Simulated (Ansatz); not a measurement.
Input file:

```
crystal:
  lattice:
    - [4.71639512, 0.0, 0.0]
    - [0.0, 4.71639512, 0.0]
    - [0.0, 0.0, 8.35001028]
  atoms:
    - { symbol: As, position: [0.5, 0.5, 0.0] }
    - { symbol: Pd, position: [0.0, 0.0, 0.5] }
    - { symbol: Cl, position: [0.0, 0.5, 0.29635465] }
    - { symbol: Cl, position: [0.0, 0.5, 0.70364535] }
    - { symbol: Cl, position: [0.5, 0.0, 0.29635465] }
    - { symbol: Cl, position: [0.5, 0.0, 0.70364535] }
    - { symbol: Cl, position: [0.0, 0.0, 0.0] }
kpoints:
  mp_grid: { grid: [4, 4, 4] }
hamiltonian:
  xc: pbesol
scf:
  occupations: { method: fermi_dirac, width: 0.03 }
relax:
  f_tol: 0.01
  cell: {}
  max_steps: 120
output:
  write_density: true
  write_potential: true
  elf: true
  volumetric_format: npy
```

Command:

```sh
ansatz run input.yaml --threads 4 --pin off --max-ram 4608MiB --backend cpu --events-out ev --progress --plain --runs-dir out
```

Below, planes, directions and counts refer to the conventional cell (a = 4.44 Å, b = 4.44 Å, c = 6.69 Å, α = 90.00°, β = 90.00°, γ = 90.00°).

The fields are those of the run's last geometry, not of the input's.

Space group P4/mmm; a structure from a database of computed crystals, not necessarily the ambient phase; started from the MgPPd5-123 prototype, which need not be the ambient phase.

All numbers below come from DFT, PBEsol, plane waves, PAW in Ansatz 0.2.0.

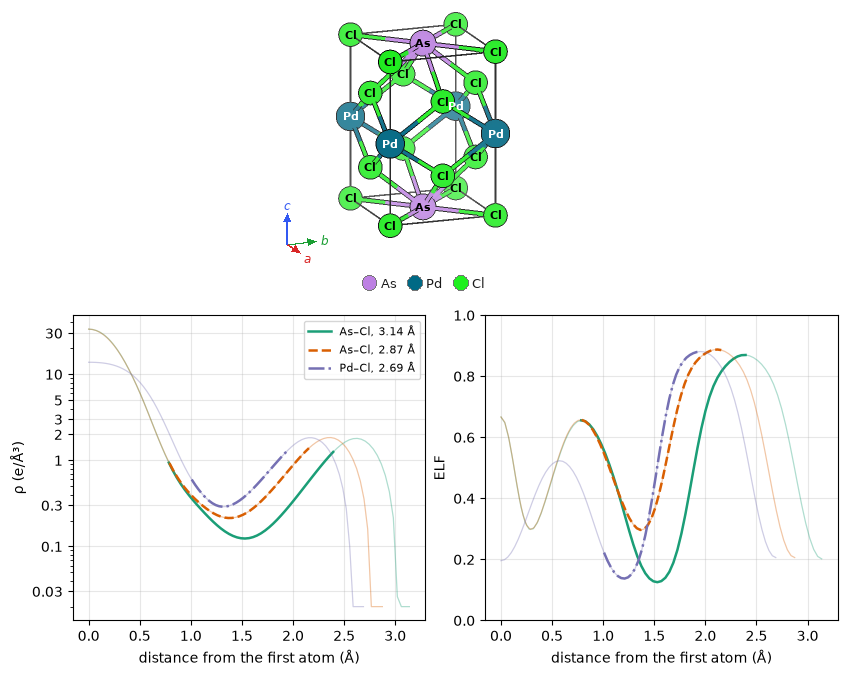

AsPdCl5. Valence charge density (pseudo) and ELF along straight lines between neighbouring atoms. Thin, pale parts lie inside the atomic spheres. The structure is drawn too.

In a PAW calculation such maps are meaningful between the atoms, not at the nuclei.

Compare the contacts.

As–Cl (3.14 Å): ρ at the midpoint is about 0.12 e/Å³; the ELF is about 0.15 at the midpoint (no shared electron pair shows on this line).
As–Cl (2.87 Å): the density is about 0.22 e/Å³ at the midpoint; the ELF peaks at about 0.90 in the valence shell of Cl, 0.8 Å from its nucleus, and drops to about 0.30 between the two atoms.
Pd–Cl (2.69 Å): ρ at the midpoint is about 0.29 e/Å³; the ELF peaks at about 0.90 in the valence shell of Cl, 0.7 Å from its nucleus, and drops to about 0.15 between the two atoms.
